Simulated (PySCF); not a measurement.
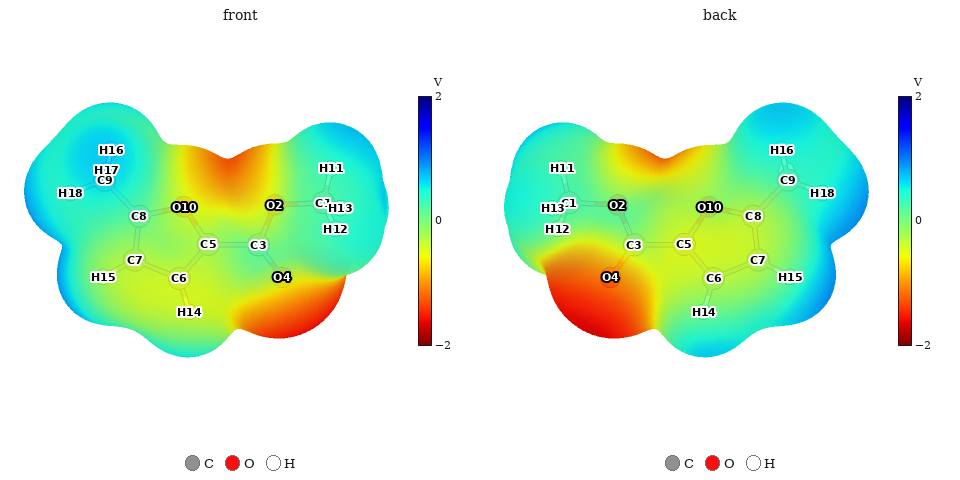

C₇H₈O₃ (SMILES COC(=O)c1ccc(C)o1). The molecular electrostatic potential painted on the density surface at 0.001 e/bohr³, seen from the front and from behind; red is negative and blue positive.

Geometry: GFN2-xTB.

The calculation used PBE0/pcSseg-1, SCF density, gas phase, non-relativistic in PySCF.

The calculation's input:

```
{"job": {"kind": "nmr", "xc": "PBE0", "basis": "pcSseg-1"}, "charge": 0, "multiplicity": 1}
C      3.388502     0.899163    -0.636386
O      1.993226     0.709384    -0.466608
C      1.628118    -0.466607     0.067776
O      2.409963    -1.328449     0.393891
C      0.179900    -0.581824     0.207512
C     -0.567342    -1.621710     0.707423
C     -1.911428    -1.216230     0.613557
C     -1.898128     0.040522     0.065847
C     -3.004627     0.972679    -0.270649
O     -0.637768     0.425497    -0.180656
H      3.508742     1.885665    -1.076520
H      3.899997     0.842675     0.327086
H      3.799605     0.130816    -1.295029
H     -0.182409    -2.545546     1.086322
H     -2.774991    -1.775115     0.910318
H     -2.990806     1.207440    -1.334115
H     -2.891277     1.907048     0.277408
H     -3.958036     0.520909    -0.015498
```

Run with:

```sh
OMP_NUM_THREADS=1 python probes_run.py task.json out
```

**Which sites attract a positive test charge, and which a negative one?**

A positive charge is drawn to the negative regions and a negative charge to the positive ones. The most negative region (about −1.6 V) lies over O4, the most positive (about +0.9 V) over H15 and H18. O4 is the likeliest acceptor of a hydrogen bond.
